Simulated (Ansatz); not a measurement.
**Pressure series in Si**

Consider Si in the diamond structure (space group Fd-3m, No. 227).

```xyz
2
Lattice="0.0000 2.7221 2.7221 2.7221 0.0000 2.7221 2.7221 2.7221 0.0000" Properties=species:S:1:pos:R:3 pbc="T T T"
Si     0.0000     0.0000     0.0000
Si     1.3610     1.3610     1.3610
```

Cell and atoms are relaxed at each pressure.

Calculations: r2SCAN (Ansatz, a program for electronic structure), without spin-orbit coupling.

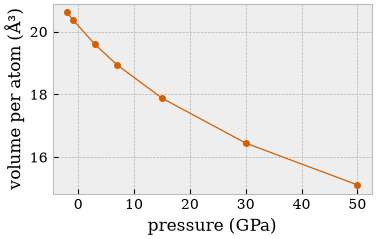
Figure: Volume against pressure

Estimate the zero-pressure bulk modulus from the plot.

About 98 GPa; a third-order Birch–Murnaghan fit to the points gives V₀ = 20.17 Å³/atom, B₀ = 98 GPa and B₀′ = 3.9.

Measured bulk modulus of Si: 100.8 GPa (static lattice; corrected from measurement; as listed in Jianwei Sun et al., Physical Review B (2011)); the computed value is 3 % below it.

Between the base and pressure 7 GPa the gap moves from 0.78 eV to 0.66 eV, a mean slope of -17 meV/GPa.

Load acts through the strain it causes; cell and atoms are relaxed under it. No phonon test of stability was made. Measured, Si leaves this structure (for the β-tin structure) near 12 GPa (room temperature; as listed in arXiv:1906.07825). A zero or small gap of Si under pressure 50 GPa can be the functional's error rather than a property of the material.
